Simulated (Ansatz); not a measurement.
**Computed energy against volume: GaCuSe2 (chalcopyrite)**

GaCuSe$_{2}$ (chalcopyrite)

```yaml
crystal:
  lattice:
    - [-2.83601, 2.83601, 5.63158]
    - [2.83601, -2.83601, 5.63158]
    - [2.83601, 2.83601, -5.63158]
  atoms:
    - { symbol: Cu, position: [0.75000, 0.25000, 0.50000] }
    - { symbol: Cu, position: [0.00000, 0.00000, 0.00000] }
    - { symbol: Ga, position: [0.25000, 0.75000, 0.50000] }
    - { symbol: Ga, position: [0.50000, 0.50000, 0.00000] }
    - { symbol: Se, position: [0.11877, 0.12500, 0.49377] }
    - { symbol: Se, position: [0.63123, 0.62500, 0.50623] }
    - { symbol: Se, position: [0.37500, 0.88123, 0.00623] }
    - { symbol: Se, position: [0.87500, 0.36877, 0.99377] }
```

E(V) scan at fixed shape, V₀ the volume above. The atoms relax within the cell's symmetry.

Method: PBE (plane waves to 420 eV, PAW, scalar-relativistic; Ansatz, a first-principles code). k mesh 8×8×8 (Γ-centred), Fermi-Dirac smearing 0.05 eV. The energy includes the smearing's −TS. Stress and pressure are positive under compression. With the shape held, the modulus is that of even scaling; a crystal free to change shape is softer. At this level the bands of GaCuSe2 touch or barely overlap; measurements give the solid a gap. GaCuSe2 is run without spin polarisation. GaCuSe2 was relaxed with its symmetry unable to fall. The PAW data are Ansatz's earlier set. The zero of ΔE is the relaxed starting cell.

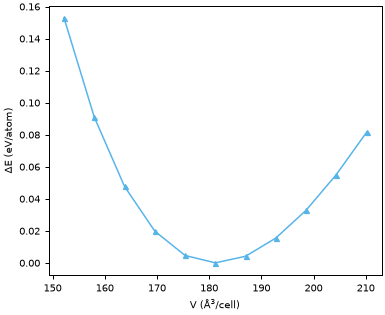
*ΔE (eV/atom) against V (Å³/cell); markers are the computed points, lines only join them.*

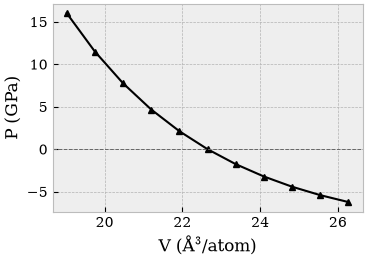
Figure. P (GPa) against V (Å³/atom); one marker a computed point.

The energy cost of the largest compression is 153 meV/atom and the bulk modulus at fixed cell shape B₀ (third-order Birch-Murnaghan fit) is 60.1 GPa. The pressure for 5 % compression (fit) comes out as 3.5 GPa, the pressure at the smallest volume is 16.0 GPa and the pressure derivative B₀′ (fit) comes out as 4.9.

Check by three points about V = 22.647 Å³/atom, step 1.449: d²E/dV² ≈ (20 − 2·0 + 15) meV / 1.449² = 0.0167 eV/Å⁶, and V·d²E/dV² × 160.2 = 60.5 GPa.

(Under strain, the slope of the energy per volume gives the stress and its curvature an elastic modulus.)
